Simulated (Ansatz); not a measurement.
**Ru: one crystal by all-electron and frozen-core methods**

Does the method matter for Ru? The same cell, functional and mesh are run with all-electron LAPW, frozen-core PAW and datasets made for this crystal.

Computed with Ansatz 0.2.0 (DFT PBEsol, scalar-relativistic, unless a step's input says otherwise).

### Step 1. The system as given

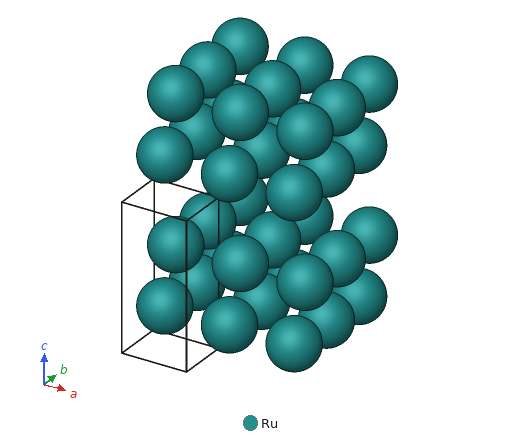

Start, viewed slightly off an axis; ruthenium teal. 3×3×2 cells are drawn.

Structure file:

```cif
data_structure
_symmetry_space_group_name_H-M 'P6_3/mmc'
_symmetry_Int_Tables_number 194
_cell_length_a 2.7058
_cell_length_b 2.7058
_cell_length_c 4.2819
_cell_angle_alpha 90.000
_cell_angle_beta 90.000
_cell_angle_gamma 120.000
_cell_volume 27.15
loop_
_atom_site_label
_atom_site_type_symbol
_atom_site_symmetry_multiplicity
_atom_site_Wyckoff_symbol
_atom_site_fract_x
_atom_site_fract_y
_atom_site_fract_z
_atom_site_occupancy
Ru1 Ru 2 c 0.33333 0.66667 0.25000 1
```

The file gives the conventional cell by its symmetry; the runs use the cell typed in the input.

The cell comes from a crystallographic database entry that wasn't checked; take it as a given geometry, which may be far from equilibrium.

Atoms are numbered in the order of the input: Ru1, Ru2.

### Step 2. All-electron LAPW

Input file input.yaml:

```yaml
crystal:
  lattice:
    - [2.7057993342, 0.0, 0.0]
    - [-1.3528996671, 2.343290961, 0.0]
    - [0.0, 0.0, 4.2819]
  atoms:
    - { symbol: Ru, position: [0.3333333333, 0.6666666667, 0.25] }
    - { symbol: Ru, position: [0.6666666667, 0.3333333333, 0.75] }
kpoints:
  mp_grid: { grid: [14, 14, 8] }
  band_path:
    path:
      - [0.0, 0.0, 0.0]
      - [0.5, 0.0, 0.0]
      - [0.3333333333, 0.3333333333, 0.0]
      - [0.0, 0.0, 0.0]
      - [0.0, 0.0, 0.5]
      - [0.5, 0.0, 0.5]
      - [0.3333333333, 0.3333333333, 0.5]
      - [0.0, 0.0, 0.5]
      - [0.5, 0.0, 0.5]
    npoints: 14
scf:
  occupations: { method: fermi_dirac, width: 0.03 }
hamiltonian:
  xc: pbesol
  pseudopotentials: { kind: all_electron, lapw: { basis_error: 0.001 } }
output:
  forces: true
  stress: true
  eigenvalues: true
  fatbands: true
  populations: true
  dos: { projected: true, de: 0.2, e_range: [-14, 8] }
```

Launch:

```sh
> ansatz run input.yaml --threads 1 --pin off --max-ram 3072MiB --backend cpu --events-out ev --progress --plain --runs-dir out
```

Standard output:

```text
Ru: projections on atomic orbitals take those of the free atom 1s2 2s2 2p6 3s2 3p6 3d10 4s2 4p6 4d7 5s1, of charge +0.00 (hamiltonian.pseudopotentials.projection_atoms)
LAPW: plane waves up to 8.585 Å⁻¹, error target 1.0e-3 eV per atom; small_component_spin mean_spin; Ru in spheres of 1.325 Å, 26 of its electrons in bands, Dirac shells []
Engine: ansatz 0.2.0
Pseudopotentials: kind: all_electron
Pseudopotential: Ru, LAPW, valence charge 26, Koelling and Harmon's equation, gaussian nucleus
Functional definition: PBEsol
  exchange = pbesol_x
  correlation = pbesol_c
Crystal: 2 atoms, lattice volume = 27.149 Å³
Basis set: ecut = 280.83540365525613 eV, 299 PW (Γ), exchange–correlation at level 2
Bands: 32, of which v1, the nominal top of the filled ones, is band 26 counted from 1 (25 counted from 0)
Symmetry: 24 space group operations
Space group: P63/mmc (ITA 194), of the structure as read, at distance tolerance 3.0e-5 Å
k-points: 120 of 1568
Non-local potential: Ru, projectors of the file, none
Initial density: superposition of atomic densities (chi_scale 0.1, normalization cell)
Initial wavefunctions: plane waves of lowest kinetic energy (no species holds an atomic orbital)
Functional: x = pbesol(κ = 0.804, μ = 0.12345679012345678), c = pbesol(β = 0.046)
iter 1 solved again at ethr=6.67e-4 eV; its pass at ethr=1.00e-1 eV (dr2=3.47e-1 eV) is discarded
SCF iter   1: F=—  HF=-246467.392506 eV  |F-HF|=—  |Δ(HF+E_count)|=         —  Δρ=5.10e-2  dr2=3.48e-1  ethr=6.67e-4  ⟨swp⟩=2.5  Hψ=24792  notcnv=0
preconditioner: auto → Kerker (q_TF=auto, 3.040 Å⁻¹)  [metal: Δε(μ)=0.009 eV  Ē_g=9.254 eV  σ=0.030 eV  W_gap=0.07  n_scr=10 (ndim 8)  ℏωp=28.5 eV  f_vac=0.000  D(μ)=2.20/eV (n_scr^D=22)]
iter 2 solved again at ethr=4.71e-5 eV; its pass at ethr=6.67e-4 eV (dr2=2.45e-2 eV) is discarded
SCF iter   2: F=—  HF=-246466.079379 eV  |F-HF|=—  |Δ(HF+E_count)|=    1.31e0  Δρ=1.14e-2  dr2=2.45e-2  ethr=4.71e-5  ⟨swp⟩=2.0  Hψ=20052  notcnv=0
SCF iter   3: F=—  HF=-246466.030840 eV  |F-HF|=—  |Δ(HF+E_count)|=   4.85e-2  Δρ=1.08e-2  dr2=2.25e-2  ethr=4.71e-5  ⟨swp⟩=2.0  Hψ=11607  notcnv=0
SCF iter   4: F=—  HF=-246466.024867 eV  |F-HF|=—  |Δ(HF+E_count)|=   5.97e-3  Δρ=4.65e-3  dr2=5.16e-3  ethr=4.33e-5  ⟨swp⟩=2.0  Hψ=10674  notcnv=0
SCF iter   5: F=—  HF=-246466.024800 eV  |F-HF|=—  |Δ(HF+E_count)|=   6.65e-5  Δρ=1.23e-3  dr2=4.13e-4  ethr=9.93e-6  ⟨swp⟩=2.0  Hψ=11191  notcnv=0
SCF iter   6: F=—  HF=-246466.024815 eV  |F-HF|=—  |Δ(HF+E_count)|=   1.48e-5  Δρ=2.08e-4  dr2=1.03e-5  ethr=7.94e-7  ⟨swp⟩=2.0  Hψ=11192  notcnv=0
SCF iter   7: F=—  HF=-246466.024812 eV  |F-HF|=—  |Δ(HF+E_count)|=   3.39e-6  Δρ=3.98e-5  dr2=4.22e-7  ethr=1.97e-8  ⟨swp⟩=2.0  Hψ=11192  notcnv=0
SCF iter   8: F=-246466.024811 eV  HF=-246466.024811 eV  |F-HF|=5.58e-8  |Δ(HF+E_count)|=   2.32e-7  Δρ=1.19e-5  dr2=3.99e-8  ethr=8.12e-10  ⟨swp⟩=2.0  Hψ=11192  notcnv=0
SCF 1 converged in 8 iterations: F = -246466.024811 eV  dr2 = 3.99e-8
NSCF: frozen V_eff on 113 k-points
SCF converged after 8 iterations
Free energy (F): -246466.024811 eV
Harris-Foulkes:  -246466.024811 eV  (|F-HF|=5.58e-8)
Internal energy: -246466.017926 eV  (E = F + TS)
E sigma→0 (E₀):  -246466.021369 eV
Entropy (-TS):   -0.006885 eV (-3.443 meV/atom)
Fermi energy:    25.610467 eV
--- Per-component energies (eV) ---
  E_band       = -4921.781263
  E_kinetic    = 256270.828873
  E_xc         = -7156.467012
  E_electrostatic = -495580.379787  (all electrons and nuclei)
  E_smearing   = -0.006885  (= −TS)
  E_closure    = 0.000000  (closes the sum)
  E_atoms      = -246445.692274  (free atoms, spherical and without spin; not in F)
  Σ components = -246466.024811   (vs F -246466.024811, Δ=0.00e0)
  Basis errors (estimates in eV, not in F): energy 2.0e-4 per atom: plane waves 1.9e-4 (9.6e-5 summed), levels above the bands 8.1e-169, relativity 2.3e-8, radial functions 1.5e-5, core shells 1.3e-6; eigenvalues (radial functions only) 1.6e-6; not estimated: angular momenta, meshes, grids; target (lapw.basis_error) 1.0e-3; muffin-tin radii Ru 1.325 Å
--- Forces (eV/Å), atoms counted from 1 ---
  atom   1  Ru     0.00000000     0.00000000     0.00000000
  atom   2  Ru    -0.00000000    -0.00000000     0.00000000
  max |Σ_I F_I| component: 4.63e-18 eV/Å
--- Stress (GPa, compression-positive) ---
       -5.573182       0.000000       0.000000
        0.000000      -5.573182       0.000000
        0.000000       0.000000      -7.670469
  P = ⅓ Tr σ = -6.2723 GPa (-62.723 kbar)
--- Band table (eV; the first three rows and the last of 120) ---
  k-point 0: bands = ["-244.1943", "-244.1943", "-244.1850", "-244.1850", "-244.1850", "-244.1850", "-244.1778", "-244.1778", "-244.1778", "-244.1778", "-47.4298", "-47.2237", "-17.9471", "-16.9990", "-16.9990", "-16.8274", "-16.8274", "-16.7914", "17.5630", "19.3823", "23.0200", "23.0200", "23.1916", "23.7065", "23.7065", "24.2328", "24.2328", "26.8208", "26.8208", "26.8513", "35.8910", "40.3750"]
  k-point 1: bands = ["-244.1943", "-244.1943", "-244.1850", "-244.1850", "-244.1850", "-244.1850", "-244.1778", "-244.1778", "-244.1778", "-244.1778", "-47.4221", "-47.2317", "-17.9051", "-16.9926", "-16.9926", "-16.8376", "-16.8339", "-16.8339", "17.7381", "19.4394", "22.9203", "22.9203", "23.1045", "23.6036", "23.6036", "24.4707", "24.4707", "26.2801", "26.8300", "26.8300", "36.6430", "40.0354"]
  k-point 2: bands = ["-244.1943", "-244.1943", "-244.1850", "-244.1850", "-244.1850", "-244.1850", "-244.1778", "-244.1778", "-244.1778", "-244.1778", "-47.4000", "-47.2543", "-17.7846", "-16.9741", "-16.9741", "-16.9680", "-16.8527", "-16.8527", "18.2306", "19.5797", "22.7826", "22.7826", "22.8899", "23.3542", "23.3542", "25.0011", "25.0011", "25.0133", "26.7907", "26.7907", "38.4340", "39.6417"]
  k-point 119: bands = ["-244.1943", "-244.1943", "-244.1850", "-244.1850", "-244.1850", "-244.1850", "-244.1778", "-244.1778", "-244.1778", "-244.1778", "-47.2080", "-47.2080", "-17.7104", "-17.7104", "-17.4161", "-17.4161", "-16.9896", "-16.9896", "20.7734", "20.7734", "21.5811", "21.5811", "22.8805", "22.8805", "24.4869", "24.4869", "26.8972", "26.8972", "33.5722", "33.5722", "36.4467", "36.4467"]
--- Löwdin populations: 2 sites ---
  site symbol       q [e]
     0     Ru     43.9103
     1     Ru     43.9103
  spilling = 0.002038 (of n_electrons = 88.000000)
```

Run time: 29 s. Hardware: 1 thread of Intel Xeon 6975P-C (Granite Rapids), shared host; peak memory 0.52 GiB.

Result: pressure -6.27 GPa; no gap.

At the corners of the path (eV, zero at the Fermi level):

| point | band 23 | band 24 | band 25 | band 26 | band 27 | band 28 | band 29 |
| --- | --- | --- | --- | --- | --- | --- | --- |
| Γ | -2.42 | -1.90 | -1.90 | -1.38 | -1.38 | 1.21 | 1.21 |
| M | -2.08 | -1.82 | -1.52 | 1.46 | 1.88 | 1.95 | 4.07 |
| K | -2.84 | -2.84 | -1.06 | 1.03 | 1.03 | 1.47 | 7.01 |
| Γ | -2.42 | -1.90 | -1.90 | -1.38 | -1.38 | 1.21 | 1.21 |
| A | -2.76 | -2.76 | -2.73 | -2.73 | 0.57 | 0.57 | 0.57 |
| L | -1.05 | -1.05 | 0.44 | 0.44 | 1.72 | 1.72 | 3.38 |
| H | -2.72 | -2.72 | -1.17 | -1.17 | 1.25 | 1.25 | 8.42 |
| A | -2.76 | -2.76 | -2.73 | -2.73 | 0.57 | 0.57 | 0.57 |
| L | -1.05 | -1.05 | 0.44 | 0.44 | 1.72 | 1.72 | 3.38 |

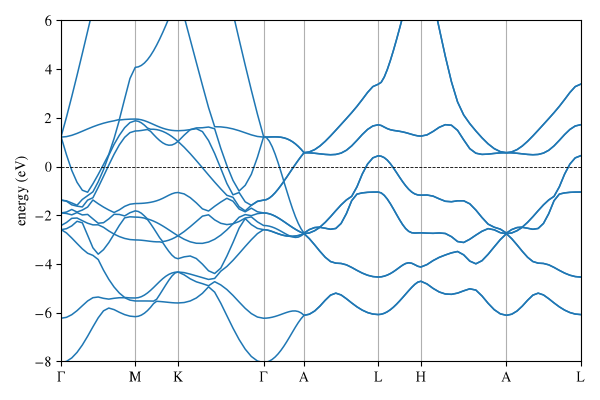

Bands along the path, counted from its Fermi level.

States per cell in windows of 1 eV (zero at the Fermi level; grid of 0.20 eV, so sharp peaks spill over the borders):

| from | to | total | Ru 4d | Ru 5s |
| --- | --- | --- | --- | --- |
| -9 | -8 | 0.00 | 0.00 | 0.00 |
| -8 | -7 | 0.07 | 0.00 | 0.06 |
| -7 | -6 | 0.32 | 0.11 | 0.19 |
| -6 | -5 | 2.81 | 2.30 | 0.46 |
| -5 | -4 | 2.36 | 2.12 | 0.21 |
| -4 | -3 | 2.24 | 2.07 | 0.13 |
| -3 | -2 | 3.28 | 3.09 | 0.14 |
| -2 | -1 | 2.92 | 2.69 | 0.16 |
| -1 | 0 | 1.79 | 1.63 | 0.10 |
| 0 | 1 | 1.77 | 1.68 | 0.06 |
| 1 | 2 | 3.34 | 3.21 | 0.10 |
| 2 | 3 | 0.57 | 0.36 | 0.17 |
| 3 | 4 | 0.53 | 0.21 | 0.22 |
| 4 | 5 | 0.47 | 0.13 | 0.21 |

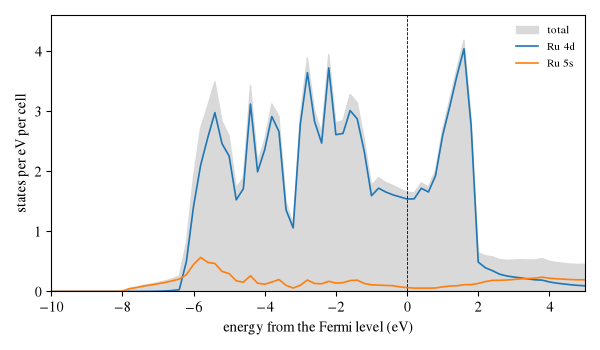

Density of states, total and projected.

(Part 1 of 2 ends here.)
